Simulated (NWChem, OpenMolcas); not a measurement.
CH2O2 (formic acid): a line through the functionals

CH2O2: 5 atoms, total charge 0, spin state singlet. SMILES: `O=CO`. Geometry: relaxed at PBE0-D4/def2-TZVP. This is one conformer, not always the lowest.

The HOMO–LUMO gap y, in eV, basis cc-pVTZ; a is the functional's share of exact exchange. Programs: NWChem 7.3.0, OpenMolcas 26.06.

| functional | program | a | y (eV) |
| --- | --- | --- | --- |
| BLYP | OpenMolcas | 0 | 5.60 |
| PBE | NWChem | 0 | 5.58 |
| B3LYP | NWChem | 0.2 | 7.91 |
| PBE0 | OpenMolcas | 0.25 | ? |
| BHLYP | OpenMolcas | 0.5 | 11.43 |

Problem. Fit y = c + s·a to the known rows and predict PBE0.

Solution. 
1. Means of the 4 rows: a = 0.1750, y = 7.630.
2. Σ(Δa)² = 0.1675, Σ(Δa·Δy) = 1.956, so the slope is 1.956/0.1675 = 11.678.
3. Intercept: 7.630 − (11.678) × 0.1750 = 5.586. The largest residual of the fit is 0.014.
4. PBE0: 5.586 + (11.678) × 0.25 = 8.51 eV.

The run gave 8.48 eV, so the prediction is off by +0.03 eV, more than the largest residual. Exact exchange lowers occupied levels and raises empty ones.

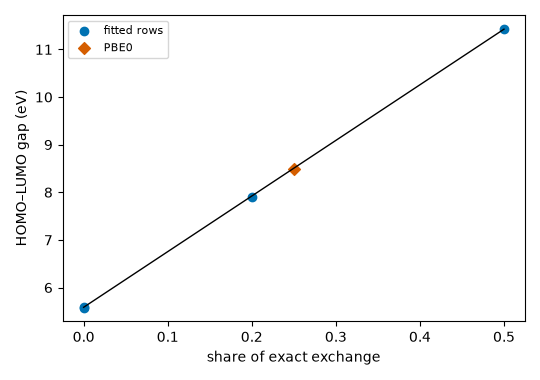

The fitted line, with the withheld row.
